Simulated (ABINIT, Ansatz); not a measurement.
# BP (F-43m): Raman and infrared activity

Wanted: vibrational spectra of BP (F-43m) from linear and non-linear response.

Program: ABINIT 10.8.3. Level of theory: DFT LDA, scalar-relativistic, plane waves, PseudoDojo norm-conserving pseudopotentials. Results are calculated unless marked as measured.

**What experiment says.**

“Thermal expansion coefficients of high thermal conducting BAs and BP materials” (2019, arxiv:1906.04101) reports for BP, zinc blende, by single-crystal XRD (Mo K-alpha) (metal-flux-grown single crystal, 100 K): lattice constant a (cubic a at 100 K) 4.5383 ± 0.0008 Å.

“Boron phosphide under pressure: in situ study by Raman scattering and X-ray diffraction” (2015, arxiv:1505.05714) reports for BP, zinc blende, by Raman scattering, 514.5 nm, backscattering (synthetic BP; powder or crystal not specified, 300 K): Raman mode (TO at Gamma (T2), ambient spectrum) 794 cm⁻¹ [very weak band; the pressure fit in the same paper quotes about 797 cm-1].

### 1. The structure

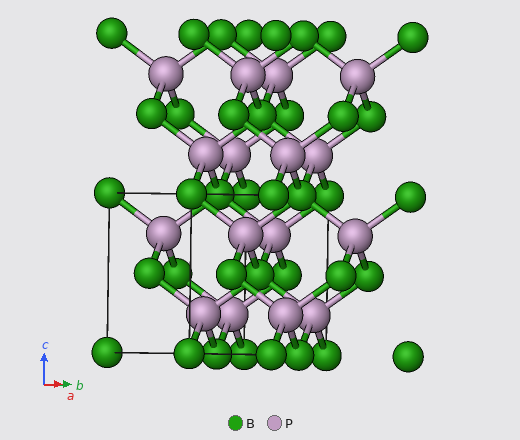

The starting structure, seen slightly off an axis (boron green, phosphorus pink). 2×1×2 cells are drawn. This picture shows the conventional cell, with its axes. Bonds to atoms that aren't drawn are left out. Some periodic images of atoms are drawn too.

### 2. Relaxing the cell and atoms

The harmonic expansion starts where the forces on the atoms vanish, and stress shifts the frequencies, so cell and atoms are relaxed with tight thresholds.

The starting cell comes from a relaxation made beforehand in Ansatz (LDA, PseudoDojo NC).

Contents of relax.abi:

```
# relaxation
ionmov 2
optcell 2
ecutsm 0.5
dilatmx 1.08
ntime 40
tolmxf 1.0d-05
tolvrs 1.0d-14
prtwf 0
prtden 0
chksymtnons 0

# basis, mesh and filling
ecut 34.0
ngkpt 10 10 10
nshiftk 1
shiftk 0.0 0.0 0.0
istwfk *1
occopt 1
nband 4
nstep 100
diemac 9.0
prtebands 0
prtgsr 0

# cell and atoms
acell 3*1.0 Angstrom
rprim 
    -2.243625912 0.0 2.243625912
    0.0 2.243625912 2.243625912
    -2.243625912 2.243625912 0.0
ntypat 2
znucl 5 15
natom 2
typat 1 2
xred 
    0.0 0.0 0.0
    0.25 0.25 0.25
pp_dirpath "./pseudo"
pseudos "B.upf, P.upf"
```

Run with:

```console
$ OMP_NUM_THREADS=1 mpirun -n 2 abinit relax.abi > relax.log
```

Numbers of over 12 decimals in the logs are rounded to 6 here.

relax.abo, the main output file:

```text
[banners, grids, parts of the stress and lines that vanish by symmetry left out]
- input  file    -> relax.abi
- output file    -> relax.abo
- root for input  files -> relaxi
[...]
Symmetries : space group F-4 3 m (#216); Bravais cF (face-center cubic)
[...]
mpw =        1849          nfft =       46656          nkpt =          47
[...]
== DATASET  1 ==================================================================
[...]
cutoff_energies: {ecut:  34.0, pawecutdg:  -1.0, }
[...]
ETOT  1  -9.917634    -9.918E+00 5.114E-02 1.597E+02
 ETOT  2  -9.940534    -2.290E-02 5.041E-05 3.144E+01
 ETOT  3  -9.945812    -5.278E-03 8.108E-05 5.415E-01
 ETOT  4  -9.945898    -8.671E-05 1.185E-06 1.200E-03
 ETOT  5  -9.945899    -1.417E-07 4.351E-08 1.216E-05
 ETOT  6  -9.945899    -1.915E-09 1.771E-10 4.155E-08
 ETOT  7  -9.945899    -6.478E-12 9.932E-12 1.267E-09
 ETOT  8  -9.945899    -1.101E-13 9.933E-14 6.499E-12
 ETOT  9  -9.945899    -1.474E-13 5.386E-15 5.924E-15
 At SCF step    9       vres2   =  5.92E-15 < tolvrs=  1.00E-14 =>converged.
[...]
sigma(1 1)=  2.67603979E-08  sigma(3 2)=  0.00000000E+00
  sigma(2 2)=  2.67603979E-08  sigma(3 1)=  0.00000000E+00
  sigma(3 3)=  2.67603979E-08  sigma(2 1)=  0.00000000E+00
[...]
convergence: {deltae: -1.474E-13, res2:  5.924E-15, residm:  5.386E-15, diffor: null, }
etotal    :  -9.94589861E+00
[...]
At Broyd/MD step   1, gradients are converged :
[...]
sigma(1 1)=  2.67603979E-08  sigma(3 2)=  0.00000000E+00
  sigma(2 2)=  2.67603979E-08  sigma(3 1)=  0.00000000E+00
  sigma(3 3)=  2.67603979E-08  sigma(2 1)=  0.00000000E+00
[...]
- sigma(1 1)=  7.87318089E-04  sigma(3 2)=  0.00000000E+00
- sigma(2 2)=  7.87318089E-04  sigma(3 1)=  0.00000000E+00
- sigma(3 3)=  7.87318089E-04  sigma(2 1)=  0.00000000E+00
[...]
fcart     -0.0000000000E+00 -0.0000000000E+00 -0.0000000000E+00
           strten      2.6760397921E-08  2.6760397921E-08  2.6760397921E-08
================================================================================

[key lines of the parts left out:]
pressure_GPa:  -7.8732E-04
Total energy (etotal) [Ha]= -9.94589860847226E+00
```

The job ended after 6.1 s (2 MPI ranks of Arm Neoverse V2, shared host; 12 s of CPU time).

Little changed from the start: no atom moved by 0.005 Å and no cell edge by 0.1 %.

Numbers from this step:

* volume per atom: 11.29 Å³
* pressure: -7.87e-4 GPa

### 3. Ground state

The response is built on these wavefunctions, so the potential is converged far more tightly than an energy would need. The mesh is shifted off Γ, since shifted meshes converge sums over the zone faster.

Contents of gs.abi:

```
# ground state
tolvrs 1.0d-16
prtden 1
prtwf 1

# basis, mesh and filling
ecut 34.0
ngkpt 8 8 8
nshiftk 4
shiftk 
    0.5 0.5 0.5
    0.5 0.0 0.0
    0.0 0.5 0.0
    0.0 0.0 0.5
istwfk *1
occopt 1
nband 4
nstep 100
diemac 9.0
prtebands 0
prtgsr 0

# cell and atoms
acell 3*1.0 Angstrom
rprim 
    -2.243625913 0.0 2.243625913
    0.0 2.243625913 2.243625913
    -2.243625913 2.243625913 0.0
ntypat 2
znucl 5 15
natom 2
typat 1 2
xred 
    0.0 0.0 0.0
    0.25 0.25 0.25
pp_dirpath "./pseudo"
pseudos "B.upf, P.upf"
```

Run with:

```console
$ OMP_NUM_THREADS=1 mpirun -n 2 abinit gs.abi > gs.log
```

gs.abo, the main output file:

```text
[banners, grids, parts of the stress and lines that vanish by symmetry left out]
- input  file    -> gs.abi
- output file    -> gs.abo
- root for input  files -> gsi
[...]
Symmetries : space group F-4 3 m (#216); Bravais cF (face-center cubic)
[...]
mpw =        1458          nfft =       32768          nkpt =          60
[...]
== DATASET  1 ==================================================================
[...]
cutoff_energies: {ecut:  34.0, pawecutdg:  -1.0, }
[...]
ETOT  1  -9.918038    -9.918E+00 7.620E-02 1.119E+02
 ETOT  2  -9.940585    -2.255E-02 1.391E-05 2.196E+01
 ETOT  3  -9.945833    -5.247E-03 6.934E-05 3.824E-01
 ETOT  4  -9.945920    -8.734E-05 1.057E-06 8.235E-04
 ETOT  5  -9.945920    -1.396E-07 2.452E-08 8.332E-06
[...]
ETOT  9  -9.945920    -5.151E-14 1.357E-15 4.592E-15
 ETOT 10  -9.945920     1.421E-13 3.612E-17 9.714E-17
 At SCF step   10       vres2   =  9.71E-17 < tolvrs=  1.00E-16 =>converged.
[...]
sigma(1 1)=  6.05860631E-06  sigma(3 2)=  0.00000000E+00
  sigma(2 2)=  6.05860631E-06  sigma(3 1)=  0.00000000E+00
  sigma(3 3)=  6.05860631E-06  sigma(2 1)=  0.00000000E+00
[...]
convergence: {deltae:  1.421E-13, res2:  9.714E-17, residm:  3.612E-17, diffor: null, }
etotal    :  -9.94591999E+00
[...]
sigma(1 1)=  6.05860631E-06  sigma(3 2)=  0.00000000E+00
  sigma(2 2)=  6.05860631E-06  sigma(3 1)=  0.00000000E+00
  sigma(3 3)=  6.05860631E-06  sigma(2 1)=  0.00000000E+00
[...]
- sigma(1 1)=  1.78250352E-01  sigma(3 2)=  0.00000000E+00
- sigma(2 2)=  1.78250352E-01  sigma(3 1)=  0.00000000E+00
- sigma(3 3)=  1.78250352E-01  sigma(2 1)=  0.00000000E+00
[...]
fcart     -0.0000000000E+00 -0.0000000000E+00 -0.0000000000E+00
           strten      6.0586063105E-06  6.0586063105E-06  6.0586063105E-06
================================================================================

[key lines of the parts left out:]
pressure_GPa:  -1.7825E-01
```

Elapsed: 5 s, on 2 MPI ranks; 9.8 s of CPU time.

This step gave:

```yaml
pressure: -0.1783 GPa
```

The cell stands at -0.18 GPa: the relaxation ran with a smoothed cutoff and on another k mesh.

### 4. Empty bands

Empty bands on the ground state's density check that the gap assumed so far is there in this cell.

Contents of gap.abi:

```
# empty bands on the ground state's density
iscf -2
getden_filepath "gso_DEN"
tolwfr 1.0d-12
nbdbuf 2
prtwf 0

# basis, mesh and filling
ecut 34.0
ngkpt 12 12 12
nshiftk 1
shiftk 0.0 0.0 0.0
istwfk *1
occopt 1
nband 8
nstep 100
diemac 9.0
prtebands 0
prtgsr 0

# cell and atoms
acell 3*1.0 Angstrom
rprim 
    -2.243625913 0.0 2.243625913
    0.0 2.243625913 2.243625913
    -2.243625913 2.243625913 0.0
ntypat 2
znucl 5 15
natom 2
typat 1 2
xred 
    0.0 0.0 0.0
    0.25 0.25 0.25
pp_dirpath "./pseudo"
pseudos "B.upf, P.upf"
```

Run with:

```console
$ OMP_NUM_THREADS=1 mpirun -n 2 abinit gap.abi > gap.log
```

gap.abo, the main output file:

```text
[banners, grids, parts of the stress and lines that vanish by symmetry left out]
- input  file    -> gap.abi
- output file    -> gap.abo
- root for input  files -> gapi
[...]
Symmetries : space group F-4 3 m (#216); Bravais cF (face-center cubic)
[...]
mpw =        1459          nfft =       32768          nkpt =          72
[...]
== DATASET  1 ==================================================================
[...]
cutoff_energies: {ecut:  34.0, pawecutdg:  -1.0, }
[...]
-outvars: echo values of variables after computation
            acell      1.8897261259E+00  1.8897261259E+00  1.8897261259E+00 Bohr
================================================================================
```

Run time: 5.5 s. Hardware: 2 MPI ranks.

Read from the output:

```
gap on the k-mesh : 1.157 eV
```

In this cell the gap on the mesh is 1.2 eV, indirect (smallest direct 3.4 eV), so fixed occupations hold.

### 5. Zone-centre response

The derivative of the wavefunctions by k comes first, since the response to a field is built on it; then the field and the displacements that symmetry doesn't supply are solved at q = 0. By the 2n+1 theorem the first-order wavefunctions also give third derivatives: Raman tensors and the non-linear susceptibility.

It reads the wavefunctions written in step 3.

Contents of dfpt_gamma.abi:

```
ndtset 3

# common to the responses
getwfk_filepath "gso_WFK"
kptopt 2
nqpt 1
qpt 0.0 0.0 0.0
asr 0
chneut 0

# d/dk
rfelfd1 2
rfdir1 1 1 1
iscf1 -3
tolwfr1 1.0d-20

# displacements, field
rfphon2 1
rfatpol2 1 2
rfdir2 1 1 1
rfelfd2 3
getddk2 1
tolvrs2 1.0d-10
prepanl2 1
prtden2 1

# third order
optdriver3 5
getden_filepath3 "gso_DEN"
get1den3 2
get1wf3 2
getddk3 1
d3e_pert1_elfd3 1
d3e_pert1_phon3 1
d3e_pert1_atpol3 1 2
d3e_pert1_dir3 1 1 1
d3e_pert2_elfd3 1
d3e_pert2_dir3 1 1 1
d3e_pert3_elfd3 1
d3e_pert3_dir3 1 1 1
usepead3 1
tolvrs3 1.0d-10

# basis, mesh and filling
ecut 34.0
ngkpt 8 8 8
nshiftk 4
shiftk 
    0.5 0.5 0.5
    0.5 0.0 0.0
    0.0 0.5 0.0
    0.0 0.0 0.5
istwfk *1
occopt 1
nband 4
nstep 100
diemac 9.0
prtebands 0
prtgsr 0

# cell and atoms
acell 3*1.0 Angstrom
rprim 
    -2.243625913 0.0 2.243625913
    0.0 2.243625913 2.243625913
    -2.243625913 2.243625913 0.0
ntypat 2
znucl 5 15
natom 2
typat 1 2
xred 
    0.0 0.0 0.0
    0.25 0.25 0.25
pp_dirpath "./pseudo"
pseudos "B.upf, P.upf"
```

Run with:

```console
$ OMP_NUM_THREADS=1 mpirun -n 2 abinit dfpt_gamma.abi > dfpt_gamma.log
```

dfpt_gamma.abo, the main output file:

```text
[banners, grids, parts of the stress and lines that vanish by symmetry left out]
- input  file    -> dfpt_gamma.abi
- output file    -> dfpt_gamma.abo
- root for input  files -> dfpt_gammai
[...]
DATASET    1 : space group F-4 3 m (#216); Bravais cF (face-center cubic)
[...]
nfft =       32768          nkpt =        1024
[...]
DATASET    2 : space group F-4 3 m (#216); Bravais cF (face-center cubic)
[...]
nfft =       32768          nkpt =        1024
[...]
DATASET    3 : space group F-4 3 m (#216); Bravais cF (face-center cubic)
[...]
mpw =        1458          nfft =       32768          nkpt =        1024
[...]
== DATASET  1 ==================================================================
[...]
cutoff_energies: {ecut:  34.0, pawecutdg:  -1.0, }
[...]
- 15.00000   5.00000  180309                  znucl, zion, pspdat
[...]
Perturbation : derivative vs k along direction   1
[...]
-ETOT  1  -12.674315075187     -1.267E+01 5.241E-01 0.000E+00
 ETOT  2  -12.710717108743     -3.640E-02 3.955E-03 0.000E+00
 ETOT  3  -12.710949784338     -2.327E-04 8.498E-05 0.000E+00
 ETOT  4  -12.710952190370     -2.406E-06 1.336E-06 0.000E+00
 ETOT  5  -12.710952222506     -3.214E-08 3.081E-08 0.000E+00
[...]
At SCF step   13   max residual=  9.98E-21 < tolwfr=  1.00E-20 =>converged.
[...]
Perturbation : derivative vs k along direction   2
[...]
-ETOT  1  -12.674315075023     -1.267E+01 5.241E-01 0.000E+00
[...]
At SCF step   13   max residual=  9.98E-21 < tolwfr=  1.00E-20 =>converged.
[...]
Perturbation : derivative vs k along direction   3
[...]
-ETOT  1  -12.674315074859     -1.267E+01 5.241E-01 0.000E+00
[...]
At SCF step   13   max residual=  9.98E-21 < tolwfr=  1.00E-20 =>converged.
[...]
1        1       2.3913765863    0.0000000000
     1        2      -1.1956882932   -0.0000000000
     1        3      -1.1956882932   -0.0000000000
     2        1      -1.1956882932   -0.0000000000
     2        2       2.3913765863   -0.0000000000
     2        3       1.1956882932   -0.0000000000
     3        1      -1.1956882932   -0.0000000000
     3        2       1.1956882932   -0.0000000000
     3        3       2.3913765863   -0.0000000000
[...]
== DATASET  2 ==================================================================
[...]
cutoff_energies: {ecut:  34.0, pawecutdg:  -1.0, }
[...]
Perturbation : displacement of atom   1   along direction   1
[...]
-ETOT  1   8.156952     -2.232E+02 7.696E-01 1.790E+03
[...]
At SCF step    8       vres2   =  6.78E-12 < tolvrs=  1.00E-10 =>converged.
[...]
Perturbation : displacement of atom   2   along direction   1
[...]
-ETOT  1   7.494996     -1.173E+02 8.321E-01 1.523E+02
[...]
At SCF step    7       vres2   =  8.00E-11 < tolvrs=  1.00E-10 =>converged.
[...]
Perturbation : homogeneous electric field along direction   1
[...]
-ETOT  1  -158.44482109589     -1.584E+02 1.937E+01 1.037E+04
[...]
At SCF step    9       vres2   =  5.20E-12 < tolvrs=  1.00E-10 =>converged.
[...]
Perturbation : homogeneous electric field along direction   2
[...]
-ETOT  1  -158.44482109664     -1.584E+02 1.937E+01 1.037E+04
[...]
At SCF step    9       vres2   =  5.20E-12 < tolvrs=  1.00E-10 =>converged.
[...]
Perturbation : homogeneous electric field along direction   3
[...]
-ETOT  1  -158.44482109737     -1.584E+02 1.937E+01 1.037E+04
[...]
ETOT  8  -162.55322924997     -1.268E-11 4.951E-12 2.377E-10
 ETOT  9  -162.55322924997      3.695E-13 6.174E-14 5.198E-12
 At SCF step    9       vres2   =  5.20E-12 < tolvrs=  1.00E-10 =>converged.
[...]
Dielectric tensor, in cartesian coordinates,
[...]
1    4   1    4         9.1358916293        -0.0000000000
   1    4   2    4        -0.0000000000        -0.0000000000
   1    4   3    4         0.0000000000        -0.0000000000
   2    4   1    4        -0.0000000000        -0.0000000000
   2    4   2    4         9.1358916293        -0.0000000000
   2    4   3    4        -0.0000000000        -0.0000000000
   3    4   1    4         0.0000000000        -0.0000000000
   3    4   2    4        -0.0000000000        -0.0000000000
   3    4   3    4         9.1358916293        -0.0000000000
  Effective charges, in cartesian coordinates,
[...]
1    1   1    4        -0.6425790805         0.0000000000
   2    1   1    4        -0.0000000000         0.0000000000
   3    1   1    4         0.0000000000         0.0000000000
   1    2   1    4         0.6427311152         0.0000000000
   2    2   1    4         0.0000000000         0.0000000000
[...]
Effective charges, in cartesian coordinates,
[...]
2    4   1    2         0.0000000000         0.0000000000
   3    4   1    2         0.0000000000         0.0000000000
   1    4   2    2        -0.0000000000         0.0000000000
   2    4   2    2         0.6427311252         0.0000000000
   3    4   2    2         0.0000000000         0.0000000000
   1    4   3    2         0.0000000000         0.0000000000
   2    4   3    2         0.0000000000         0.0000000000
   3    4   3    2         0.6427311252         0.0000000000
  Phonon wavevector (reduced coordinates) :  0.00000  0.00000  0.00000
 Phonon energies in Hartree :
[...]
Phonon frequencies in cm-1    :
-  2.589686E-01  2.589688E-01  2.589693E-01  8.211000E+02  8.211000E+02
-  8.211000E+02
  Phonon at Gamma, with non-analyticity in the
[...]
Phonon energies in Hartree :
[...]
Phonon frequencies in cm-1    :
-  2.589686E-01  2.589688E-01  2.592195E-01  8.211000E+02  8.211000E+02
-  8.285484E+02
  Phonon at Gamma, with non-analyticity in the
[...]
Phonon energies in Hartree :
[...]
Phonon frequencies in cm-1    :
-  2.589686E-01  2.589693E-01  2.592190E-01  8.211000E+02  8.211000E+02
-  8.285484E+02
  Phonon at Gamma, with non-analyticity in the
[...]
Phonon energies in Hartree :
[...]
Phonon frequencies in cm-1    :
-  2.589688E-01  2.589693E-01  2.592189E-01  8.211000E+02  8.211000E+02
-  8.285484E+02
[...]
== DATASET  3 ==================================================================
[...]
cutoff_energies: {ecut:  34.0, pawecutdg:  -1.0, }
[...]
j1 : displacement of atom   1 along direction   1
[...]
j1 : displacement of atom   2 along direction   1
[...]
j2 : displacement of atom   1 along direction   1
[...]
j2 : displacement of atom   2 along direction   1
[...]
j2 : displacement of atom   1 along direction   1
[...]
j2 : displacement of atom   2 along direction   1
[...]
1          1       -0.000000004        0.000000002        0.000000002
[...]
1          2       -0.000000000        0.000000000        0.231417300
[...]
1          3       -0.000000000        0.231417297       -0.000000002
[...]
2          1        0.000000003       -0.000000002       -0.000000002
[...]
2          2       -0.000000000       -0.000000000       -0.231373705
[...]
2          3       -0.000000000       -0.231373703        0.000000002
[...]
strten2     0.0000000000E+00  0.0000000000E+00  0.0000000000E+00
           strten3     0.0000000000E+00  0.0000000000E+00  0.0000000000E+00
================================================================================
```

Elapsed: 7.7 min, on 2 MPI ranks.

Read from the output:

| Item | Value |
| --- | --- |
| miss of the charge sum rule | 1.52e-4 e |
| largest acoustic frequency at the zone centre before the sum rule | 0.26 cm⁻¹ |
| highest optical zone-centre mode (no LO-TO term) | 821.1 cm⁻¹ |
| lowest optical zone-centre mode | 821.1 cm⁻¹ |
| mean high-frequency dielectric constant | 9.136 |
| largest Born charge in size (third of the trace) | 0.6427 e |

Born charge (rows field, columns displacement), before the sum rule (e), principal values of the symmetric part by kind of site:

```tsv
atom	atoms with these values	low	middle	high	mean
B1	1	-0.6426	-0.6426	-0.6426	-0.6426
P2	1	0.6427	0.6427	0.6427	0.6427
```

In full for B1:

```
-0.6426  0.0000  0.0000
 0.0000 -0.6426  0.0000
 0.0000  0.0000 -0.6426
```

High-frequency dielectric tensor:

```
9.14 0.00 0.00
0.00 9.14 0.00
0.00 0.00 9.14
```

The acoustic modes at Γ come out as far as 0.3 cm⁻¹ from zero, where they should vanish, a small numerical error; the Born charges miss their sum rule by 1.5e-4 e, which is good.

(Continued in part 2 of 3.)

[Host names and launcher messages were left out of these logs when they were recorded.]

[Logs are printed without paths, hosts, clocks, repeated set-up lines and the standing remarks that a program may print on its own settings, such as how far it seeks lower states.]

[Hosts, paths, dates, database ids (printed as entryN), source tags and the programs' standing remarks are cut or masked in the printed files.]
